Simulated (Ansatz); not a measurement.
**Ag (Fm-3m): the Drude term of Re ε in the infrared**

Re ε of Ag (Fm-3m) at low photon energies is read from one computed spectrum; the carriers' damping was typed as γ = 0.03 eV.

Cell: a, b, c = 2.889, 2.889, 2.889 Å (primitive vectors), 1 atoms.

Method: Ansatz 0.2.0, PBE, independent particles, k-mesh 14×14×14 with interpolation inside its cells, Gaussian parameter 0.1 eV.

Launch of the response step: `ansatz run input.yaml --threads 4 --pin off --max-ram 8192MiB --backend cpu --events-out ev --progress --plain --runs-dir out`. The run took 7 s, on 4 threads of Intel(R) Xeon(R) Platinum 8488C (Sapphire Rapids), with other jobs on the host.

| photon energy E (eV) | wavelength (µm) | Re ε |
| --- | --- | --- |
| 0.25 | 4.96 | -1311.4 |
| 0.30 | 4.13 | -913.1 |
| 0.35 | 3.54 | -671.3 |
| 0.40 | 3.10 | -513.6 |
| 0.50 | 2.48 | -327.5 |
| 0.60 | 2.07 | -226.1 |
| 0.70 | 1.77 | ? |

A Drude term over a constant background gives Re ε = ε_b − ωp²/(E² + γ²), linear in 1/(E² + γ²).

Working, on the rows shown:

| x = 1/(E² + γ²) (eV⁻²) | y = Re ε |
| --- | --- |
| 15.7729 | -1311.4 |
| 11.0011 | -913.1 |
| 8.10373 | -671.3 |
| 6.21504 | -513.6 |
| 3.98565 | -327.5 |
| 2.77085 | -226.1 |

Means: x̄ = 7.9749, ȳ = -660.5. Σ(x − x̄)(y − ȳ) = -9689, Σ(x − x̄)² = 116.1. Slope = -9689 / 116.1 = -83.47; intercept = ȳ − slope · x̄ = 5.1773. The line misses the rows shown by at most 0.044.

Q: Predict the last column of the withheld row from the fit.

A: At x = 2.0371 the line gives y = -164.86. The run gave -164.8, so the extrapolation is off by 0.061, 0.0 % of the range in the table.

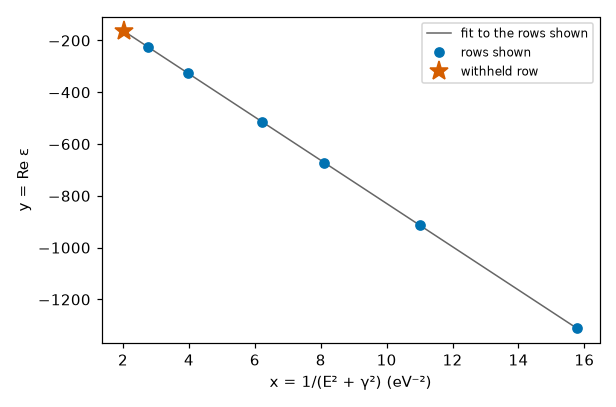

Refitted with all rows, the slope is -83.47 and the intercept 5.2012. These give ωp = √(−slope) = 9.14 eV, against 9.14 eV from the program's Fermi-surface sum, and a background ε_b = 5.2 from interband transitions. The values come from a sum over the points of one k-mesh and carry its error, which is largest for Fermi-surface quantities. Spin-orbit coupling is left out.
